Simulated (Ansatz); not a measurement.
Pulling on the Te1–F3 bond in FHTe (SMILES F[TeH]) (multiplicity 1 held, fragments rigid). Energies count from the point at 1.928 Å.
Geometry at that point (charge 0, multiplicity 1):
```xyz
3

Te     0.1852    -0.0606     0.2005
H      1.3119    -0.3094    -1.0040
F     -1.2157     0.3844    -1.0470
```

R- and RO- levels are restricted; in cc, def2 and unpolarised 6-31G sets they are followed outwards from rest. Unrestricted levels (U-) break spin symmetry where that is lower. Left out are points that failed, MP2 points that dive below the minimum, coupled-cluster points behind a jump of the amplitudes or a sharp parting from full CI or MRCI, small-basis points behind a change of solution, and semi-empirical points at long bonds. Levels need not reach the same state.

Frozen-core correlation. Filled d and f shells under p-block atoms count as core.

Programs: Ansatz (a program for electronic structure) with Gaussian orbitals.  In def2 rows elements past Kr take small-core potentials, without spin–orbit coupling.

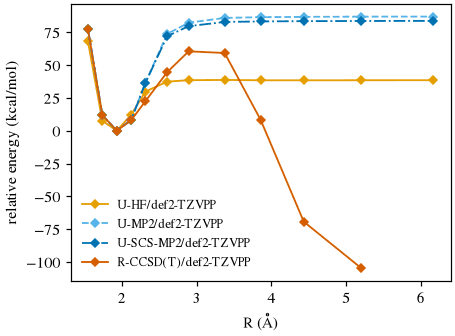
Figure: Relative energy along the coordinate

Task: Read off the U-HF/def2-TZVPP curve at R = 4.434.

Result: about 38 kcal/mol

Doubts at one or more of the structures used: a spin-contaminated determinant (U-HF/def2-TZVPP, U-MP2/def2-TZVPP, U-SCS-MP2/def2-TZVPP); a restricted determinant that unrestricted orbitals would lower (R-CCSD(T)/def2-TZVPP); T1 above 0.05 (R-CCSD(T)/def2-TZVPP); other coupled-cluster roots lie near (R-CCSD(T)/def2-TZVPP).
